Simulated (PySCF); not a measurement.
**TaF₃: the energy surface near the minimum**

How stiff is TaF₃ (singlet) against rigid distortions? The scans start from its B3LYP minimum.

Computed with PySCF 2.14.0. Level: B3LYP, basis Ta def2-SVP with ECP60, F def2-SVP, scalar-relativistic core potentials, no spin–orbit coupling, density fitting.

**1. Starting geometry**

4 atoms, charge 0, spin multiplicity 1.

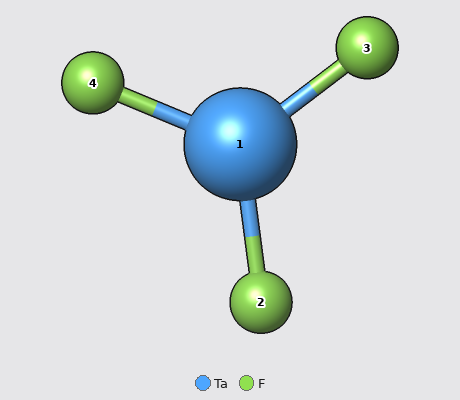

The starting geometry (tantalum blue, fluorine green); atoms are numbered from 1 in the order of the file.

Z-matrix (Å, degrees; charge 0 multiplicity 1):
```
Ta
F  1 1.8536
F  1 1.8536 2 120.00
F  1 1.8536 2 120.00 3 180.00
```

**2. Breathing scan**

One driver script runs all scans and calls PySCF for each point, on a (75, 302) grid.

A rigid scan with B3LYP: all bonds to the central atom are scaled together. Each point starts from its neighbour's orbitals, and energies count from the minimum.

```tsv
scale of all bonds to the centre	energy (kJ/mol)
0.88	385.0
0.92	149.4
0.96	32.7
1.00	0.0
1.04	25.6
1.08	90.9
1.14	235.0
1.22	469.0
1.35	864.4
```

The scan ran for 12 s (4 threads, shared host).

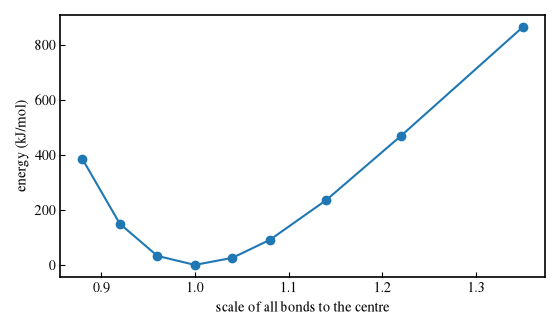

Energy along the scan.

**3. Stretching one bond**

A rigid scan with B3LYP: the bond from Ta to the last atom (F) is scaled and the rest held.

```tsv
scale of one bond	energy (kJ/mol)	dipole size (D)
0.92	45.6	0.82
0.96	10.0	0.40
1.00	0.0	0.00
1.05	11.9	0.47
1.12	56.0	1.09
1.20	125.4	1.73
1.35	266.9	2.82
1.55	431.8	4.05
1.80	577.5	5.21
2.20	703.4	6.49
```

The scan took 22 s.

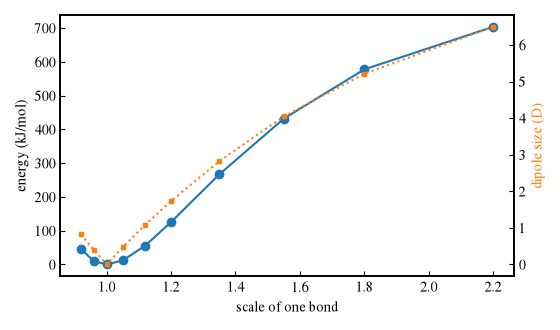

Energy (circles) and dipole moment (squares) along the scan.

A restricted determinant lies too high at long bonds, where the pair should uncouple.

**4. Umbrella curve**

A rigid scan with B3LYP: angle between each bond and the threefold axis, bonds fixed.

```tsv
angle of the bonds to the threefold axis (°)	energy (kJ/mol)	dipole size (D)
55	313.1	0.18
60	219.7	0.08
65	145.9	0.03
70	89.0	0.12
75	47.8	0.16
80	20.5	0.14
85	4.9	0.08
90	0.0	0.00
```

The scan took 11 s.

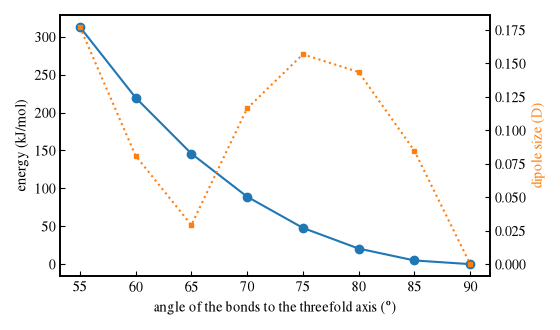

Energy (circles) and dipole moment (squares) along the scan.

**5. Umbrella–stretch map**

A rigid scan with B3LYP: rows, all bonds scaled; columns, angle to the threefold axis.

Energy (kJ/mol):

```tsv
scale \ angle	60	66	72	78	84	90
0.95	272.9	183.7	120.5	80.8	59.3	52.8
0.98	228.4	140.6	77.6	37.1	14.6	7.7
1.00	219.7	133.2	70.7	30.0	7.1	0.0
1.03	231.2	147.0	85.6	45.1	22.1	14.9
1.07	281.0	200.5	141.3	101.7	78.9	71.7
```

The map took 41 s.

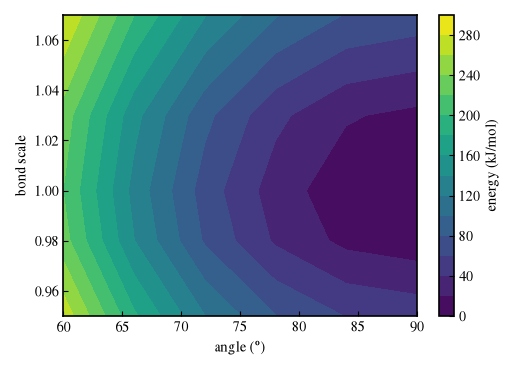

The map as contours.

Best bond scale on the grid: 1.00 at 60°, 1.00 at 66°, 1.00 at 72°, 1.00 at 78°, 1.00 at 84°, 1.00 at 90°.

**6. What came out**

| quantity | value |
| --- | --- |
| all bonds 4 % longer | 25.6 kJ/mol |
| one bond 20 % longer | 125.4 kJ/mol |

What this shows: Shortening all bonds by 4 % costs 32.7 kJ/mol and lengthening them 25.6: the wall is steeper on the short side. Spin–orbit coupling, left out here, can matter for elements this heavy.
